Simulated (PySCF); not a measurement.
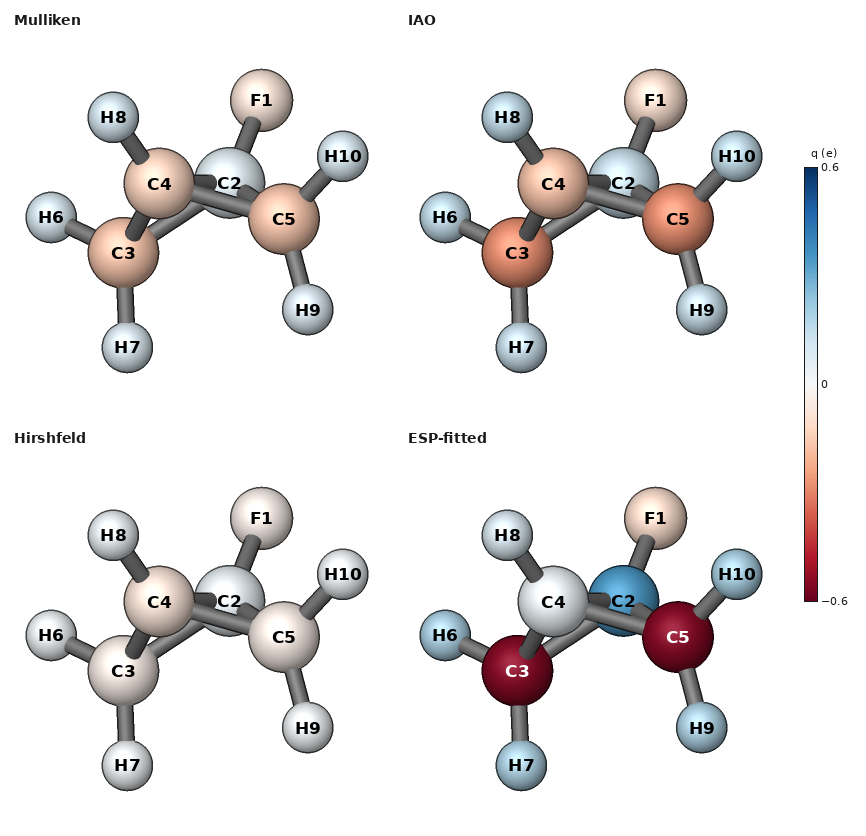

Atomic charges of one calculation by 4 schemes, on one colour scale. Computed geometry: PBE0-D3(BJ)/def2-SVP optimisation. No frequency run is at hand to confirm it as a minimum. Computed with PBE0/STO-3G (PySCF 2.14.0).

### Which scheme gives the most polar picture (largest mean size of the charges)?

The ESP-fitted charges are the largest in size here, and the Hirshfeld charges the smallest.

### On which atom do the schemes disagree most?

On C3 (from −0.55 to −0.04 e); C5 (from −0.55 to −0.04 e).

List the charges (e), one line for each set of equivalent atoms.

```csv
atom,Mulliken,IAO,Hirshfeld,ESP-fitted
F1,−0.07,−0.10,−0.04,−0.10
C2,0.07,0.13,0.05,0.35
"C3, C5",−0.16,−0.27,−0.04,−0.55
C4,−0.13,−0.17,−0.07,0.04
"H6, H10",0.09,0.14,0.03,0.19
"H7, H9",0.08,0.13,0.02,0.18
H8,0.10,0.14,0.04,0.08
```
